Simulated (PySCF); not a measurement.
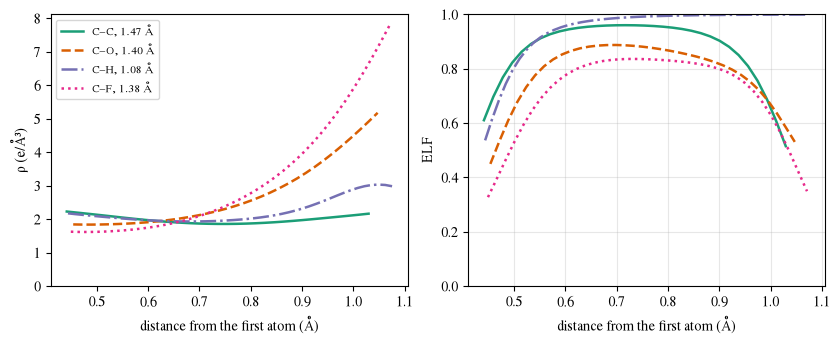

*C6H10FO (doublet). Electron density and ELF along straight lines between neighbouring atoms. The curves leave out the atomic cores.*

Geometry: GFN2-xTB.

All numbers below come from PySCF 2.14.0, density-fitted response routines, UKS B3LYP, pcH-1 on C F H O, non-relativistic, mean-field spin-orbit, GIAO.

```xyz
18

F     2.5024   -1.4574   -0.1691
C     1.3264   -0.8123    0.1643
C     0.2257   -1.3262   -0.6653
C    -1.1881   -0.9389   -0.4631
C    -1.4093    0.1636    0.5737
C    -0.6645    1.4660    0.2557
O     0.6693    1.4960    0.7190
C     1.5703    0.7165   -0.0095
H     1.1719   -0.9966    1.2405
H     0.4864   -1.9446   -1.5057
H    -1.7732   -1.8220   -0.1654
H    -1.6133   -0.6176   -1.4242
H    -2.4777    0.3827    0.6193
H    -1.0968   -0.1765    1.5623
H    -1.1461    2.2983    0.7754
H    -0.6939    1.6616   -0.8264
H     2.5619    0.9486    0.3876
H     1.5399    0.9651   -1.0806
```

Question: What kind of bonding do the profiles show?

Answer: C–C (1.47 Å): ρ at the midpoint is about 1.9 e/Å³; the ELF peaks at about 0.95 between the atoms; localised, covalent bonding.
C–O (1.40 Å): ρ is about 2.1 e/Å³ halfway, with its minimum of 1.8 e/Å³ about 0.5 Å from C; the ELF peaks at about 0.90 between the atoms; a shared but strongly polarised pair.
C–H (1.08 Å): the density is about 2 e/Å³ at the midpoint; the ELF climbs to about 1 towards the hydrogen, as it does in any bond to H: an ordinary covalent bond to hydrogen.
C–F (1.38 Å): ρ is about 2.1 e/Å³ halfway, with its minimum of 1.6 e/Å³ about 0.5 Å from C; the ELF peaks at about 0.85 between the atoms (a polar covalent bond).
